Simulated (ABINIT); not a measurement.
## RbCaH3 (Pm-3m): G0W0 in ABINIT against the bands in the screening

Aim: move the bands in the screening of a G0W0 run on RbCaH3 (Pm-3m) over a wide range.

Program: ABINIT 10.8.3. Level of theory: LDA and many-body steps on it, plane waves. Results are calculated unless marked as measured.

## 1. Starting point

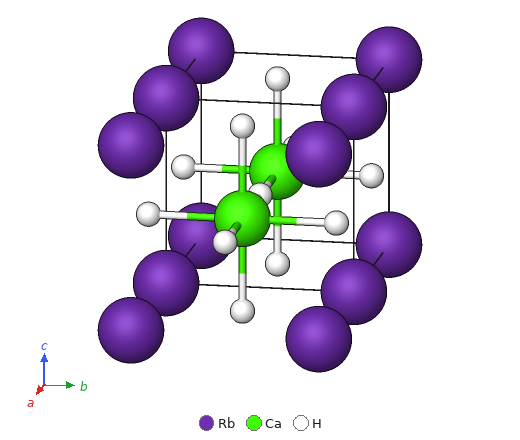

Start, viewed slightly off an axis; rubidium purple, calcium green, hydrogen white. 2×1×1 cells are drawn. Some periodic images of atoms are drawn too.

The cell and positions come from the Crystallography Open Database and are kept as given unless a step says otherwise.

## 2. Screening, 2×2×2 mesh, 19 bands, screening to 106.1 eV

This step: ABINIT 10.8.3; RPA screening on LDA, plane waves, norm-conserving pseudopotentials.

The RPA dielectric matrix is built and inverted for each q.

File run.abi:

```
acell 3*1.0 Angstrom
rprim 
  4.547000000000 0.000000000000 0.000000000000
  0.000000000000 4.547000000000 0.000000000000
  0.000000000000 0.000000000000 4.547000000000
ntypat 3
znucl 37 20 1
natom 5
typat 1 2 3 3 3
xred 
  0.000000000000 0.000000000000 0.000000000000
  0.500000000000 0.500000000000 0.500000000000
  0.000000000000 0.500000000000 0.500000000000
  0.500000000000 0.000000000000 0.500000000000
  0.500000000000 0.500000000000 0.000000000000
pp_dirpath "pseudos"
pseudos "Rb.upf, Ca.upf, H.upf"
ecut 31
ngkpt 2 2 2
nshiftk 1
shiftk 0 0 0
kptopt 1
chksymbreak 0
istwfk *1
occopt 1
irdwfk 1
optdriver 3
nband 19
ecuteps 3.9
inclvkb 2
awtr 1
symchi 1
indata_prefix "in"
outdata_prefix "out"
tmpdata_prefix "tmp"
```

On the command line:

```bash
OMP_NUM_THREADS=1 mpirun -n 4 abinit run.abi > log
```

What it wrote:

```text
.Version 10.8.3 of ABINIT. v10.8.2 released Aug 2026.

 Symmetries : space group Pm -3 m (#221); Bravais cP (primitive cubic)
[... echo of the input left out ...]
== DATASET  1 ==================================================================
-   mpi_nproc: 4, omp_nthreads: 1 (-1 if OMP is not activated)

--- !DatasetInfo
iteration_state: {dtset: 1, }
dimensions: {natom: 5, nkpt: 4, mband: 19, nsppol: 1, nspinor: 1, nspden: 1, mpw: 5248, }
cutoff_energies: {ecut:  31.0, pawecutdg:  -1.0, }
electrons: {nelect:   2.20000000E+01, charge:   0.00000000E+00, occopt:   1.00000000E+00, tsmear:   1.00000000E-02, }

 SCREENING: Calculation of the susceptibility and dielectric matrices

 Based on a program developped by R.W. Godby, V. Olevano, G. Onida, and L. Reining.
 Incorporated in ABINIT by V. Olevano, G.-M. Rignanese, and M. Torrent.
.Using double precision arithmetic ; gwpc =  8

[... cell and pseudopotentials left out ...]
--------------------------------------------------------------------------------

 ==== K-mesh for the wavefunctions ====
 Number of points in the irreducible wedge :     4
[... list of points left out ...]
 Together with 48 symmetry operations and time-reversal symmetry
 yields     8 points in the full Brillouin Zone.

 ==== Q-mesh for the screening function ====
 Number of points in the irreducible wedge :     4
[... list of points left out ...]
 Together with 48 symmetry operations and time-reversal symmetry
 yields     8 points in the full Brillouin Zone.

 setmesh: FFT mesh size selected  =    30x   30x   30
          total number of points  =        27000

 vcoul_init : cutoff-mode = AUXILIARY_FUNCTION
 q-points for optical limit:   1
     1)      0.000010    0.000020    0.000030

- screening: taking advantage of time-reversal symmetry
- Maximum band index for partially occupied states nbvw = 11
- Remaining bands to be divided among processors   nbcw = 8
- Number of bands treated by each node ~2

 Number of electrons calculated from density =   22.0000; Expected =   22.0000
 average of density, n =  0.034678
 r_s =    1.9023
 omega_plasma =   17.9631 [eV]

 calculating chi0 at frequencies [eV] :
  1    0.000000E+00    0.000000E+00
  2    0.000000E+00    1.796310E+01

--------------------------------------------------------------------------------
  q-point number  1        q = ( 0.000000, 0.000000, 0.000000) [r.l.u.]
--------------------------------------------------------------------------------
[... chi0 elements left out ...]
 For q-point:  0.000010 0.000020 0.000030
  dielectric constant =   3.5334
  dielectric constant without local fields =   3.8764

  Average fulfillment of the sum rule on Im[epsilon] for q-point    1 :     15.49  [%]
[... wings left out ...]
  q-point number  2        q = ( 0.500000, 0.000000, 0.000000) [r.l.u.]
--------------------------------------------------------------------------------
[... chi0 elements left out ...]
  Average fulfillment of the sum rule on Im[epsilon] for q-point    2 :     26.84  [%]

 [... 2 further q-points ...]
```

Run time: 3.5 s. Hardware: 4 MPI ranks of Arm Neoverse V1, shared host; peak memory 0.5 GiB.

This step gave:

| Property | Result |
| --- | --- |
| ε∞ with local fields, on this mesh, along the program's q direction | 3.533 |
| the same without local fields | 3.876 |
| plasma frequency | 17.96 eV |
| plane waves in the screening matrix | 251 |

Local fields lower ε∞ by 9 %. On a Γ-centred mesh this coarse the value itself is usually too large, while a short band sum pulls it down.

## 3. 19 bands

The self-energy is evaluated for the states that the input lists, and the levels follow from it, in one-shot runs by the linearised quasiparticle equation.

This step: G0W0 on LDA, plane waves, norm-conserving pseudopotentials.

run.abi, as its differences from that of step 2:

```diff
@@ -26,8 +26,17 @@
 irdwfk 1
-optdriver 3
-nband 19
+optdriver 4
+nband 49
+gwcalctyp 0
+ecutsigx 31
+symsigma 1
+nkptgw 2
+kptgw 
+  0.5000000000 0.5000000000 0.0000000000
+  0.0000000000 0.0000000000 0.0000000000
+bdgw 
+  10 14
+  10 14
 ecuteps 3.9
-inclvkb 2
-awtr 1
-symchi 1
+irdscr 1
+ppmodel 1
 indata_prefix "in"
```

What it wrote:

```text
.Version 10.8.3 of ABINIT. v10.8.2 released Aug 2026.

 Symmetries : space group Pm -3 m (#221); Bravais cP (primitive cubic)
[... echo of the input left out ...]
== DATASET  1 ==================================================================
-   mpi_nproc: 4, omp_nthreads: 1 (-1 if OMP is not activated)

--- !DatasetInfo
iteration_state: {dtset: 1, }
dimensions: {natom: 5, nkpt: 4, mband: 49, nsppol: 1, nspinor: 1, nspden: 1, mpw: 5248, }
cutoff_energies: {ecut:  31.0, pawecutdg:  -1.0, }
electrons: {nelect:   2.20000000E+01, charge:   0.00000000E+00, occopt:   1.00000000E+00, tsmear:   1.00000000E-02, }

 SIGMA: Calculation of the GW corrections

 Based on a program developped by R.W. Godby, V. Olevano, G. Onida, and L. Reining.
 Incorporated in ABINIT by V. Olevano, G.-M. Rignanese, and M. Torrent.
.Using double precision arithmetic ; gwpc =  8

[... cell and pseudopotentials left out ...]
--------------------------------------------------------------------------------

 ==== K-mesh for the wavefunctions ====
 Number of points in the irreducible wedge :     4
[... list of points left out ...]
 Together with 48 symmetry operations and time-reversal symmetry
 yields     8 points in the full Brillouin Zone.

 ==== Q-mesh for screening function ====
 Number of points in the irreducible wedge :     4
[... list of points left out ...]
 Together with 48 symmetry operations and time-reversal symmetry
 yields     8 points in the full Brillouin Zone.

 vcoul_init : cutoff-mode = AUXILIARY_FUNCTION
 q-points for optical limit:   1
     1)      0.000010    0.000020    0.000030
 setmesh: FFT mesh size selected  =    45x   45x   45
          total number of points  =        91125

 Number of electrons calculated from density =   22.0000; Expected =   22.0000
 average of density, n =  0.034678
 r_s =    1.9023
 omega_plasma =   17.9631 [eV]

 === KS Band Gaps ===
  >>>> For spin  1
   Minimum direct gap =   2.9320 [eV], located at k-point      :   0.5000  0.5000  0.0000
   Fundamental gap    =   2.9320 [eV], Top of valence bands at :   0.5000  0.5000  0.0000
                                       Bottom of conduction at :   0.5000  0.5000  0.0000
 SIGMA fundamental parameters:
 PLASMON POLE MODEL  1
 number of plane-waves for SigmaX                 5185
 number of plane-waves for SigmaC and W            251
 number of plane-waves for wavefunctions          5185
 number of bands                                    49
 number of independent spin polarizations            1
 number of spinorial components                      1
 number of k-points in IBZ                           4
 number of q-points in IBZ                           4
 number of symmetry operations                      48
 number of k-points in BZ                            8
 number of q-points in BZ                            8
 number of frequencies for dSigma/dE                 9
 frequency step for dSigma/dE [eV]                0.25
 number of omega for Sigma on real axis              0
 max omega for Sigma on real axis  [eV]           0.00
 zcut for avoiding poles [eV]                     0.10

 EPSILON^-1 parameters (SCR file):
 dimension of the eps^-1 matrix on file            251
 dimension of the eps^-1 matrix used               251
 number of plane-waves for wavefunctions          5185
 number of bands                                    19
 number of q-points in IBZ                           4
 number of frequencies                               2
 number of real frequencies                          1
 number of imag frequencies                          1

 matrix elements of self-energy operator (all in [eV])

 Perturbative Calculation

--- !SelfEnergy_ee
iteration_state: {dtset: 1, }
kpoint     : [   0.500,    0.500,    0.000, ]
spin       : 1
KS_gap     :    2.932
QP_gap     :    5.912
Delta_QP_KS:    2.980
data: !SigmaeeData |
     Band     E0 <VxcDFT>   SigX SigC(E0)      Z dSigC/dE  Sig(E)    E-E0       E
       10  -0.178 -10.559 -14.030   2.182   0.785  -0.274 -11.570  -1.011  -1.189
       11  -0.178 -10.559 -14.030   2.182   0.785  -0.274 -11.570  -1.011  -1.189
       12   2.754  -8.603  -3.729  -2.470   0.819  -0.221  -6.635   1.969   4.723
       13   4.654 -11.039  -4.859  -2.888   0.799  -0.252  -8.409   2.630   7.284
       14   4.654 -11.039  -4.859  -2.888   0.799  -0.252  -8.409   2.630   7.284

--- !SelfEnergy_ee
iteration_state: {dtset: 1, }
kpoint     : [   0.000,    0.000,    0.000, ]
spin       : 1
KS_gap     :    6.262
QP_gap     :   10.066
Delta_QP_KS:    3.805
data: !SigmaeeData |
     Band     E0 <VxcDFT>   SigX SigC(E0)      Z dSigC/dE  Sig(E)    E-E0       E
       10  -0.543 -10.628 -13.684   2.130   0.780  -0.282 -11.350  -0.723  -1.266
       11  -0.543 -10.628 -13.684   2.130   0.780  -0.282 -11.350  -0.723  -1.266
       12   5.719 -13.158  -5.920  -3.252   0.773  -0.293 -10.076   3.082   8.801
       13   5.719 -13.158  -5.920  -3.252   0.773  -0.293 -10.076   3.082   8.801
       14   5.719 -13.158  -5.920  -3.252   0.773  -0.293 -10.076   3.082   8.801

== END DATASET(S) ==============================================================
================================================================================

 -outvars: echo values of variables after computation  --------
           etotal      0.0000000000E+00
            nband          49
             nkpt           4
          spgroup         221
 [... the other variables as echoed above ...]

 Calculation completed.
```

Wall time 5.4 s (4 MPI ranks); peak memory 0.64 GiB; 21 s of CPU time.

This step gave:

```yaml
g0w0_gap_on_the_points_computed: 5.912 eV
starting_gap_on_the_mesh: 2.932 eV
k_of_the_valence_top: 0.5, 0.5, 0
k_of_the_conduction_bottom: 0.5, 0.5, 0
z_at_the_valence_top: 0.785
z_at_the_conduction_bottom: 0.819
least_direct_g0w0_gap_on_the_computed_points: 5.912 eV
```

The gap on the mesh goes from 2.93 eV to 5.91 eV, a correction of +2.98 eV.

## 4. Screening, 2×2×2 mesh, 49 bands, screening to 106.1 eV

This step: RPA screening on LDA, plane waves, norm-conserving pseudopotentials.

run.abi, as its differences from that of step 3:

```diff
@@ -26,17 +26,8 @@
 irdwfk 1
-optdriver 4
+optdriver 3
 nband 49
-gwcalctyp 0
-ecutsigx 31
-symsigma 1
-nkptgw 2
-kptgw 
-  0.5000000000 0.5000000000 0.0000000000
-  0.0000000000 0.0000000000 0.0000000000
-bdgw 
-  10 14
-  10 14
 ecuteps 3.9
-irdscr 1
-ppmodel 1
+inclvkb 2
+awtr 1
+symchi 1
 indata_prefix "in"
```

What it wrote:

```text
.Version 10.8.3 of ABINIT. v10.8.2 released Aug 2026.

 Symmetries : space group Pm -3 m (#221); Bravais cP (primitive cubic)
[... echo of the input left out ...]
== DATASET  1 ==================================================================
-   mpi_nproc: 4, omp_nthreads: 1 (-1 if OMP is not activated)

--- !DatasetInfo
iteration_state: {dtset: 1, }
dimensions: {natom: 5, nkpt: 4, mband: 49, nsppol: 1, nspinor: 1, nspden: 1, mpw: 5248, }
cutoff_energies: {ecut:  31.0, pawecutdg:  -1.0, }
electrons: {nelect:   2.20000000E+01, charge:   0.00000000E+00, occopt:   1.00000000E+00, tsmear:   1.00000000E-02, }

 SCREENING: Calculation of the susceptibility and dielectric matrices

 Based on a program developped by R.W. Godby, V. Olevano, G. Onida, and L. Reining.
 Incorporated in ABINIT by V. Olevano, G.-M. Rignanese, and M. Torrent.
.Using double precision arithmetic ; gwpc =  8

[... cell and pseudopotentials left out ...]
--------------------------------------------------------------------------------

 ==== K-mesh for the wavefunctions ====
 Number of points in the irreducible wedge :     4
[... list of points left out ...]
 Together with 48 symmetry operations and time-reversal symmetry
 yields     8 points in the full Brillouin Zone.

 ==== Q-mesh for the screening function ====
 Number of points in the irreducible wedge :     4
[... list of points left out ...]
 Together with 48 symmetry operations and time-reversal symmetry
 yields     8 points in the full Brillouin Zone.

 setmesh: FFT mesh size selected  =    30x   30x   30
          total number of points  =        27000

 vcoul_init : cutoff-mode = AUXILIARY_FUNCTION
 q-points for optical limit:   1
     1)      0.000010    0.000020    0.000030

- screening: taking advantage of time-reversal symmetry
- Maximum band index for partially occupied states nbvw = 11
- Remaining bands to be divided among processors   nbcw = 38
- Number of bands treated by each node ~9

 Number of electrons calculated from density =   22.0000; Expected =   22.0000
 average of density, n =  0.034678
 r_s =    1.9023
 omega_plasma =   17.9631 [eV]

 calculating chi0 at frequencies [eV] :
  1    0.000000E+00    0.000000E+00
  2    0.000000E+00    1.796310E+01

--------------------------------------------------------------------------------
  q-point number  1        q = ( 0.000000, 0.000000, 0.000000) [r.l.u.]
--------------------------------------------------------------------------------
[... chi0 elements left out ...]
 For q-point:  0.000010 0.000020 0.000030
  dielectric constant =   3.7937
  dielectric constant without local fields =   4.2845

  Average fulfillment of the sum rule on Im[epsilon] for q-point    1 :     53.91  [%]
[... wings left out ...]
  q-point number  2        q = ( 0.500000, 0.000000, 0.000000) [r.l.u.]
--------------------------------------------------------------------------------
[... chi0 elements left out ...]
  Average fulfillment of the sum rule on Im[epsilon] for q-point    2 :     65.51  [%]

 [... 2 further q-points ...]
```

Elapsed: 5.2 s, on 4 MPI ranks; peak memory 0.5 GiB.

This step gave:

| Quantity | Value |
| --- | --- |
| ε∞ with local fields, on this mesh, along the program's q direction | 3.794 |
| the same without local fields | 4.285 |
| plasma frequency | 17.96 eV |
| plane waves in the screening matrix | 251 |

(Part 1 of 2 ends here.)

[Paths, hosts, dates, memory and timing lines, banners, echoed tables and standing remarks are left out of the program output.]

[Logs are printed without paths, hosts, clocks, repeated set-up lines and the standing remarks that a program may print on its own settings, such as how far it seeks lower states.]

[Runs of the session that timed out or met a known fault of the program may be left out.]

[Hosts, paths, dates, database ids (printed as entryN), source tags and the programs' standing remarks are cut or masked in the printed files.]

[G0W0 gaps are taken among the corrected bands and points alone; a level outside them can change the order at an edge.]

[Where Ansatz stands beside ABINIT at settings called matched, ABINIT's density can come from a denser mesh and the files from another edition; pairs whose starting gaps differed by over 0.03 eV were left out, so agreement reads better than it is.]
